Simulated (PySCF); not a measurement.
C$_{3}$H$_{9}$F$_{3}$OSi$_{2}$ (SMILES C[C@H](O[SiH2][SiH3])C(F)(F)F)

```tsv
atom	x (Å)	y (Å)	z (Å)
C	-1.9117	0.0227	-1.3369
C	-1.1555	0.3730	-0.0601
O	0.1746	0.0237	-0.1876
Si	1.4732	0.5205	0.6824
Si	3.1333	-0.3438	-0.6457
C	-1.7649	-0.3806	1.1243
F	-3.0924	-0.1960	1.2084
F	-1.2582	0.0258	2.2974
F	-1.5617	-1.6986	1.0504
H	-2.9602	0.2924	-1.2459
H	-1.8246	-1.0446	-1.5263
H	-1.4697	0.5635	-2.1688
H	-1.2568	1.4438	0.1734
H	1.4046	0.0382	2.0666
H	1.3696	1.9857	0.7979
H	4.4300	0.0568	-0.0894
H	3.1180	0.1315	-2.0346
H	3.1436	-1.8077	-0.7237
```

Geometry: GFN2-xTB.

Level of theory: PBE0/pcSseg-1, SCF density, gas phase, non-relativistic in PySCF.

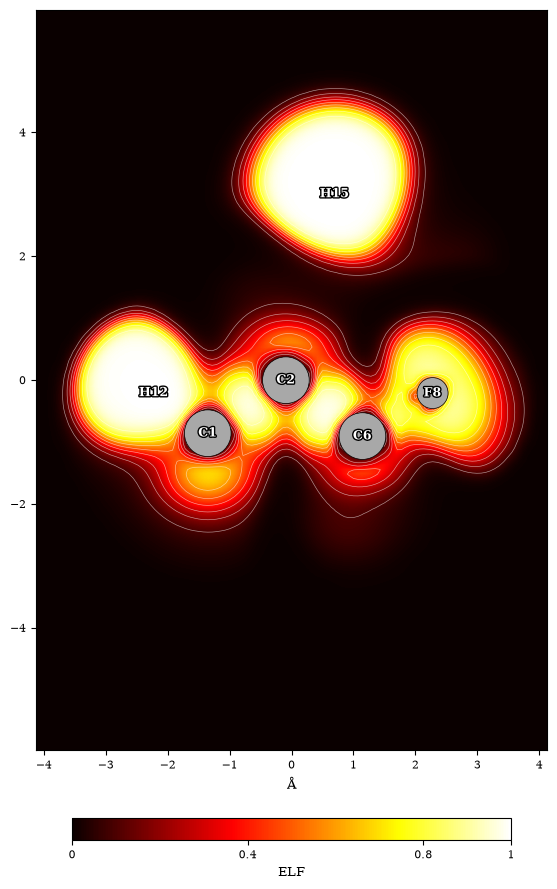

Figure 1. ELF on the plane of atoms C2, C1 and H12. Grey discs cover the atomic cores.

> Describe what can be read from this map.

The plane passes through C, F and H nuclei. C–F (1.34 Å): the ELF peaks at about 0.85 between the atoms: a shared but strongly polarised pair. C–C (1.52 Å): the ELF peaks at about 0.95 between the atoms, as expected for a shared electron pair. C–H (1.09 Å): the ELF climbs to about 1 towards the hydrogen, as it does in any bond to H (an ordinary covalent bond to hydrogen). The ELF also peaks beside F8, away from the bonds: lone-pair regions.

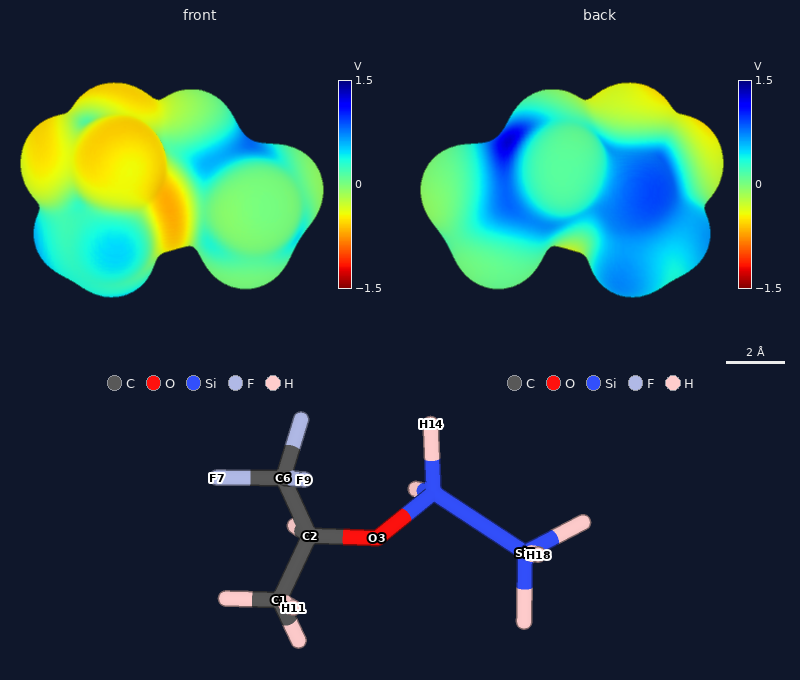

Figure 2. The electrostatic potential painted on the density surface at 0.001 e/bohr³, seen from the front and from behind; the colour scale runs from red (negative) to blue (positive). The bare structure is drawn below in the same view.

> Describe the electrostatic potential map.

The most negative region (about −0.7 V) lies over O3 and F9, the most positive (about +1.2 V) over Si4.
